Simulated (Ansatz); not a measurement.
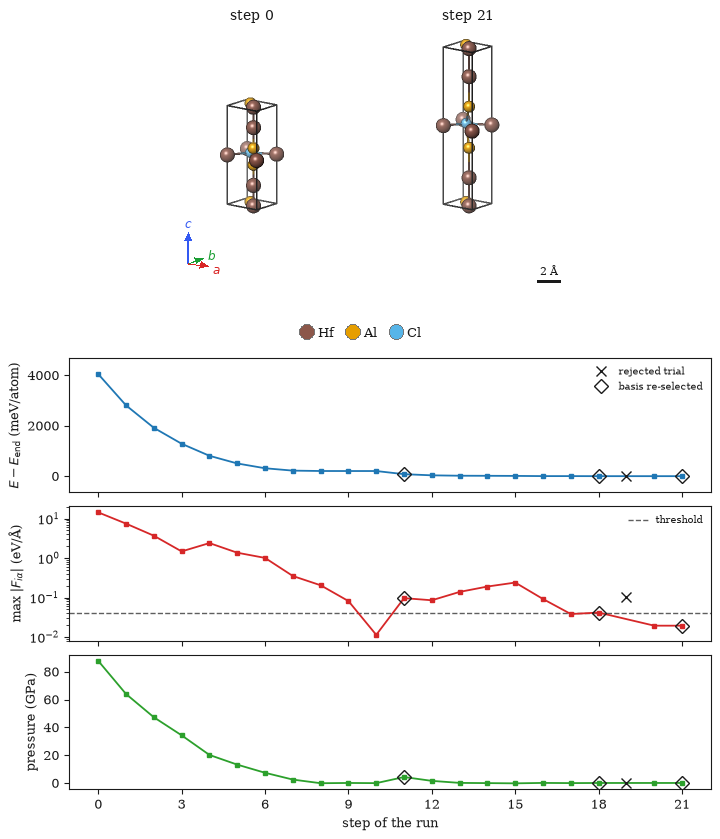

First and last geometry of a relaxation of a crystal of Hf₄Al₃Cl (a generated structure, set up in P-6m2) (coarse preliminary run), with the history of the run. A ball-and-stick model of the cell of the calculation, seen slightly off an axis.

Theory: DFT PBE, scalar-relativistic, plane waves, PAW in Ansatz 0.2.0. Settings: plane-wave cutoff 420 eV; k-point mesh 6 × 6 × 2; occupations gaussian; smearing width 0.1 eV; no spin polarisation; cell and atoms relaxed; force threshold 0.04 eV/Å; at most 70 steps.

### Did the run converge, and what did it change?

It converged. The largest moves relative to the cell, 0.65 Å, are those of Al atoms. Largest moves by element: Al 0.65 Å, Hf 0.40 Å. Cl stays in place. The drawn cell changes as follows: a = b 4.430 → 4.360 Å (−1.6 %), c 8.904 → 14.187 Å (+59.3 %); the volume changes by +54.4 %. Near-neighbour distances that change, for instance: Al–Al 1.512 → 3.711 Å, Al–Hf 1.851 → 2.704 Å, Hf–Hf 1.844 → 2.534 Å, Al–Cl 2.667 → 3.127 Å. The space group stays P-6m2 (No. 187). Over 17 accepted moves (21 points after the start) the energy falls by 4048 meV per atom. The largest force component goes from 14 to 0.019 eV/Å. Pressure: 87.82 GPa at the start and 0.06 GPa at the end. The line search rejected the trial step at point 19 of the run. At 3 points the geometry stayed and the basis and grid were re-selected for the new cell (energy shift of 125 meV per atom at most each time). The run took 6.7 min on 1 thread of AMD EPYC 7B13 (Zen 3), on a shared host, peak memory 0.58 GiB.
